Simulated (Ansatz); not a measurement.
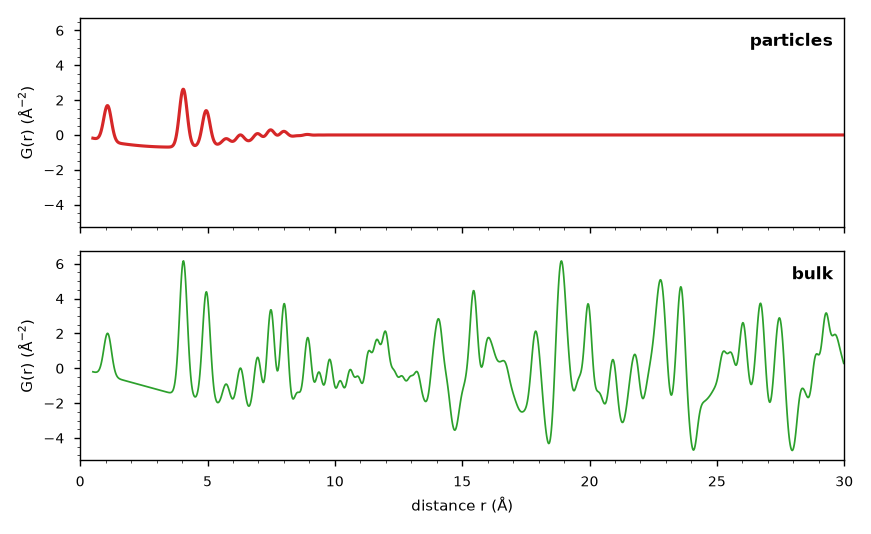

Simulated X-ray pair distribution function, G(r) = R(r)/r − 4πρ₀r, summed over the atomic distances of the structure with each pair weighted by the product of the atomic numbers (X-ray weights at Q = 0); every distance is a Gaussian of σ = 0.15 Å, for spherical particles of N with the bulk structure: the bulk G(r) is multiplied by the envelope of a sphere of diameter D, 1 − 3r/2D + r³/2D³, with no surface relaxation. The number density is 0.0319 atoms per Å³. Structure used: the input geometry of an electronic-structure calculation (not necessarily at equilibrium).

Estimate the particle diameter.

About 10 Å (1.0 nm): the signal is half of the bulk amplitude at r ≈ 3.5 Å and vanishes at r = D, fading from view somewhat earlier.

Roughly how many atoms does one particle hold?

About 17 (number density 0.0319 Å⁻³ times πD³/6).
